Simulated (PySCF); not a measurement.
C5H12OSi2 (SMILES C#C[SiH2]O[SiH2]C(C)C)

Input file:

```
{"job": {"kind": "uv", "xc": "B3LYP", "basis": "def2-SVPD", "ip": true, "dynamic": false}, "charge": 0, "multiplicity": 1}
C      2.538536     0.551498     2.054387
C      2.584662     0.437792     0.843173
Si     2.639174     0.269162    -0.987962
O      1.261522    -0.442369    -1.539310
Si    -0.250481    -1.066639    -1.226754
C     -1.043651    -0.250675     0.273735
C     -2.422966    -0.859403     0.525705
C     -1.103855     1.268910     0.130099
H      2.503767     0.650238     3.125256
H      3.815476    -0.568607    -1.347086
H      2.771418     1.628889    -1.579700
H     -0.128367    -2.541101    -1.006657
H     -1.089580    -0.825161    -2.440524
H     -0.386987    -0.493863     1.129713
H     -3.109211    -0.663673    -0.315465
H     -2.887009    -0.427713     1.428117
H     -2.377106    -1.950683     0.669512
H     -1.714572     1.567173    -0.738592
H     -0.104636     1.712962     0.005147
H     -1.556521     1.732272     1.022858
```

Run with:

```sh
OMP_NUM_THREADS=1 python probes_run.py task.json out
```

Geometry: PBE0-D3(BJ)/def2-SVP.

All numbers below come from PySCF, B3LYP/def2-SVPD, SCF density, gas phase.

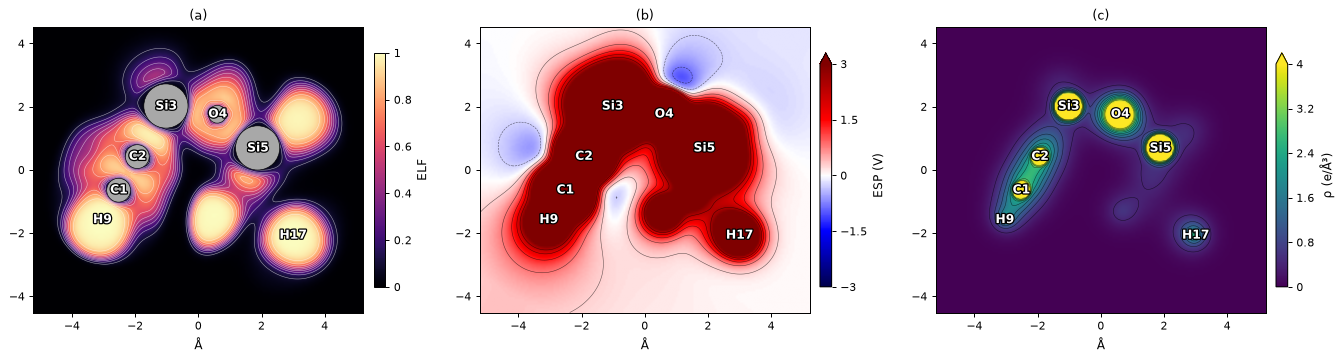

Figure 1. (a) ELF; (b) electrostatic potential; (c) electron density on the plane of atoms C2, Si3 and O4. Grey discs cover the atomic cores in the ELF map.

### Describe what can be read from this map.

- The section cuts through C, Si, O and H sites.
- C–C (1.22 Å): the density is about 2.7 e/Å³ at the midpoint; the ELF peaks at about 0.85 between the atoms (a multiple bond).
- Si–O (1.65 Å): the density is about 1.1 e/Å³ at the midpoint; the ELF peaks at about 0.85 between the atoms, as expected for a shared but strongly polarised pair.
- C–Si (1.84 Å): ρ at the midpoint is about 0.96 e/Å³; the ELF peaks at about 0.95 between the atoms; a covalent bond.
- C–H (1.08 Å): the density is about 2 e/Å³ at the midpoint; the ELF climbs to about 1 towards the hydrogen, as it does in any bond to H; an ordinary covalent bond to hydrogen.
- The ELF also peaks beside O4, away from the bonds: lone-pair regions.
- Outside the dense part of the molecule the potential is most negative (−1.0 V) near O4.

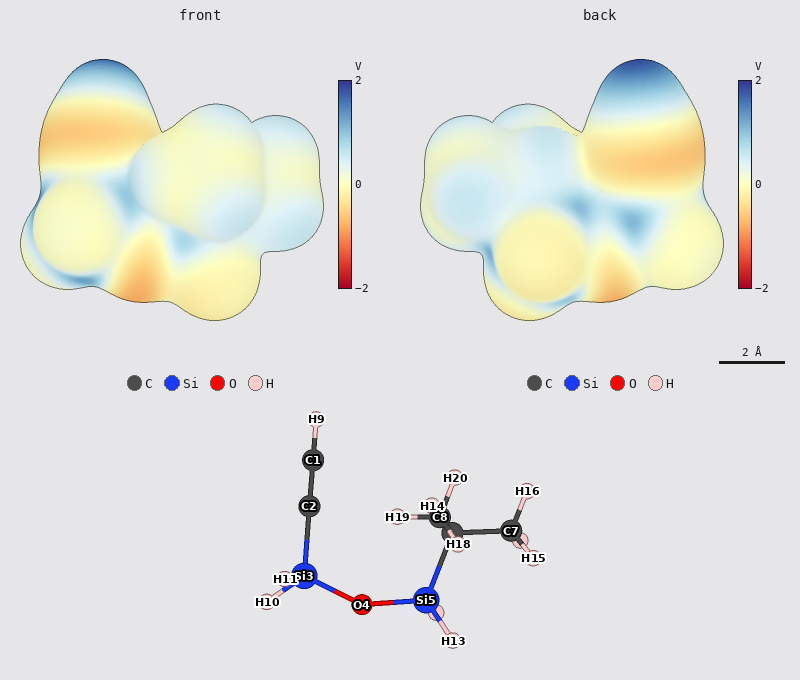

Figure 2. The electrostatic potential painted on the density surface at 0.002 e/bohr³, seen from the front and from behind; the colour scale runs from red (negative) to blue (positive). The bare structure is drawn below in the same view.

### Where is the surface potential most negative and most positive?

The most negative region (about −0.7 V) lies over O4, the most positive (about +1.7 V) over H9.

### What dipole moment does the calculation give?

Its dipole moment is 1.62 D.
